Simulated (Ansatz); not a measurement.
**SiAsH₃+ (doublet): trial inputs and their diagnosis**

4 inputs are run for SiAsH₃+ (doublet) as typed; the log has to tell whether the result can be used and what must change.

The runs use Ansatz 0.2.0, Gaussian basis; the settings change from run to run.

12 further runs of the same task are left out: 6 that didn't finish, 6 set aside as unsound or not needed. Runs told in other sessions of the task aren't counted.

### Step 1. The system

The geometry is a PBE0/def2-TZVP stationary point (not a proven minimum) of the parent state, kept for this charge and spin. No spin-orbit coupling is included. The filled d shell of As may be among the frozen orbitals whatever the setting's name suggests.

5 atoms, charge 1, spin multiplicity 2.

Atoms are counted from 1 here; the program's logs count them from 0.

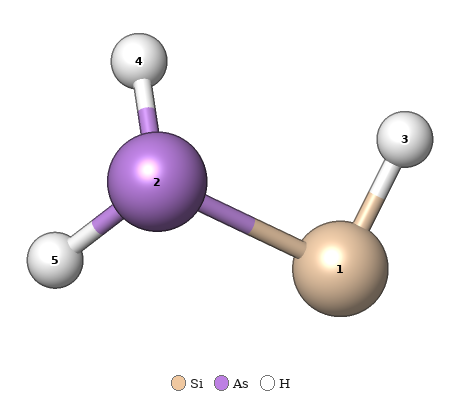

The geometry (silicon light orange, arsenic purple, hydrogen white); atoms are numbered from 1 in the order of the file.

### Step 2. Try 1

File in.yaml:

```yaml
crystal:
  periodic: [false, false, false]
  atoms:
    - {symbol: Si, position_ang: [-0.042523, 0.096063, 1.701345]}
    - {symbol: As, position_ang: [0.039651, -0.018372, -0.635225]}
    - {symbol: H, position_ang: [0.026769, -1.426596, 1.763999]}
    - {symbol: H, position_ang: [-0.998195, -1.075279, -0.943937]}
    - {symbol: H, position_ang: [-0.790994, 1.190790, -1.009616]}
basis:
  gaussian: {orbitals: STO-3G}
total_charge: 1
magnetization: {spin_polarized: false, initial_magnetization: 1}
correlation: {active_space: {ras: {orbitals: [5, 1, 5], electrons: 12, max_holes: 2, max_particles: 2}, fixed_orbitals: true}}
scf: {lower_state_search: off}
```

Command:

```console
$ ansatz run in.yaml --threads 1 --pin off --events-out ev --progress --plain --max-ram 2393MiB
```

The log of the run:

```text
Functional definition: HF
  name "HF"
  cite "Fock, Z. Phys. 61, 126 (1930) doi:10.1007/BF01340294"
  parent pbe
  exchange = exact_x
  correlation = 0
these checks for a lower state are left out or cut short: stability, starts, cluster_reference, orbital_swaps, neighbouring_geometries, increment
315 factors; integrals over basis functions are off by at most 2.0e-5 eV
mean field evaluation 1: about -67928.4574 eV, gradient 1.3e1 eV
mean field evaluation 2: about -67928.4653 eV, gradient 1.3e1 eV
mean field evaluation 4: about -67929.8016 eV, gradient 1.0e0 eV
mean field evaluation 8: about -67929.8191 eV, gradient 2.2e-1 eV
mean field evaluation 16: about -67929.9330 eV, gradient 6.2e-4 eV
mean field -67929.93296810 eV, -2496.3789920154 hartree, gradient 2.8e-6 eV, S^2 0.750000; 0 other end points of the search recorded, 0 dependent functions left out
reference -67929.93296810 eV, -2496.3789920154 hartree; 25, 24 occupied and 5, 6 virtual orbitals, 315 factors
Error: 12 electrons in 11 orbitals form no window around the highest filled level of the reference
```

It took 0.15 s on 1 thread of Arm Neoverse V2, shared host.

What is wrong: The run stopped with an error. The electron count of the restricted space is wrong. To mend it, count the correlated electrons again.

### Step 3. Try 2

File in.yaml:

```yaml
crystal:
  periodic: [false, false, false]
  atoms:
    - {symbol: Si, position_ang: [-0.042523, 0.096063, 1.701345]}
    - {symbol: As, position_ang: [0.039651, -0.018372, -0.635225]}
    - {symbol: H, position_ang: [0.026769, -1.426596, 1.763999]}
    - {symbol: H, position_ang: [-0.998195, -1.075279, -0.943937]}
    - {symbol: H, position_ang: [-0.790994, 1.190790, -1.009616]}
basis:
  gaussian: {orbitals: cc-pVDZ}
total_charge: 1
magnetization: {spin_polarized: false, initial_magnetization: 1}
correlation: {method: fic_mrcisd_q, electrons: valence}
output: {forces: true}
```

Launched as before.

The log of the run:

```text
Error: this correlation method needs an active space: name one as the reference
```

Wall time 0.03 s (1 thread of Arm Neoverse V2, shared host).

**Diagnosis.** The run was refused. This method needs an active space and has none. To mend it, add an active_space block.

### Step 4. Try 3

File in.yaml:

```yaml
crystal:
  periodic: [false, false, false]
  atoms:
    - {symbol: Si, position_ang: [0.339651, -0.018372, -0.335225]}
    - {symbol: As, position_ang: [0.039651, -0.018372, -0.635225]}
    - {symbol: H, position_ang: [0.026769, -1.426596, 1.763999]}
    - {symbol: H, position_ang: [-0.998195, -1.075279, -0.943937]}
    - {symbol: H, position_ang: [-0.790994, 1.190790, -1.009616]}
basis:
  gaussian: {orbitals: STO-3G}
total_charge: 1
magnetization: {spin_polarized: false, initial_magnetization: 1}
correlation: {active_space: {ras: {orbitals: [5, 1, 5], electrons: 11, max_holes: 4, max_particles: 4}, fixed_orbitals: true}}
```

Launched as before.

The log of the run (excerpt; [...] marks lines left out):

```text
Functional definition: HF
  name "HF"
  cite "Fock, Z. Phys. 61, 126 (1930) doi:10.1007/BF01340294"
  parent pbe
[...]
332 factors; integrals over basis functions are off by at most 4.2e-5 eV
[...]
a density is far from that of the atoms, so the factors are made again for it
357 factors; integrals over basis functions are off by at most 3.6e-5 eV
[...]
mean field -66250.57291776 eV, -2434.6636484764 hartree, gradient 1.0e-6 eV, S^2 0.750000; 2 other end points of the search recorded, 0 dependent functions left out
reference -66250.57291776 eV, -2434.6636484764 hartree; 25, 24 occupied and 5, 6 virtual orbitals, 357 factors
state -66252.09562753 eV, -2434.7196070283 hartree
Total energy: -66252.09562753 eV, -2434.7196070283 hartree
```

Wall time 0.87 s (1 thread of Arm Neoverse V2, shared host).

What is wrong: The run converged, which proves nothing about the input. One atom lies on top of another. The shortest distance is 0.42 Å, against 1.51 Å in the geometry of step 1. Its energy belongs to another geometry. Fix: restore its position.

### Step 5. Try 4

File in.yaml:

```yaml
crystal:
  periodic: [false, false, false]
  atoms:
    - {symbol: Si, position_ang: [-0.042523, 0.096063, 1.701345]}
    - {symbol: As, position_ang: [0.039651, -0.018372, -0.635225]}
    - {symbol: H, position_ang: [0.026769, -1.426596, 1.763999]}
    - {symbol: H, position_ang: [-0.998195, -1.075279, -0.943937]}
    - {symbol: H, position_ang: [-0.790994, 1.190790, -1.009616]}
basis:
  gaussian: {orbitals: cc-pVDZ}
total_charge: 1
magnetization: {spin_polarized: false, initial_magnetization: 1}
correlation: {method: fic_mrcisd_q, electrons: outside_noble_gas, active_space: {window: {electrons: 3, orbitals: 3}, states: [{multiplicity: 2, irrep: T2g, weights: [1]}]}}
```

The command is unchanged.

The log of the run:

```text
Functional definition: HF
  name "HF"
  cite "Fock, Z. Phys. 61, 126 (1930) doi:10.1007/BF01340294"
  parent pbe
  exchange = exact_x
  correlation = 0
1198 factors; integrals over basis functions are off by at most 2.1e-7 eV
mean field evaluation 1: about -68693.7615 eV, gradient 1.4e1 eV
mean field evaluation 2: about -68693.7650 eV, gradient 1.4e1 eV
mean field evaluation 4: about -68695.0297 eV, gradient 1.9e0 eV
mean field evaluation 8: about -68695.0925 eV, gradient 2.8e-1 eV
mean field evaluation 16: about -68694.6539 eV, gradient 4.3e0 eV
mean field evaluation 32: about -68695.0717 eV, gradient 1.0e0 eV
mean field -68695.10129902 eV, -2524.4984095269 hartree, gradient 1.2e-6 eV, S^2 0.750000; 4 other end points of the search recorded, 0 dependent functions left out
reference -68695.10129902 eV, -2524.4984095269 hartree; 25, 24 occupied and 35, 36 virtual orbitals, 1198 factors
Error: the irrep T2g is not accepted for these orbitals, which take A, or 1 to 1
```

It took 2.3 s on 1 thread of Arm Neoverse V2, shared host.

What is wrong: The run stopped with an error. The symmetry label isn't among those of the (sub)group in which the program labels its orbitals. Fix: name an irrep that the log lists.

### Step 6. Summary

```csv
try,level,ended,cause,time
1,CISD/STO-3G,stopped by an error,the electron count of the restricted space is wrong,0.15 s
2,'fic_mrcisd_q'/cc-pVDZ,refused,this method needs an active space and has none,0.03 s
3,CISDTQ/STO-3G,converged,one atom lies on top of another,0.87 s
4,"MRCISD+Q(3,3)/cc-pVDZ",stopped by an error,the symmetry label isn't among those of the (sub)group in which the program labels its orbitals,2.3 s
```

2 stopped by an error, 1 refused, 1 converged. The input that converges on a wrong geometry or spin is the dangerous one: no error points at it, so geometry and ⟨S²⟩ have to be checked.
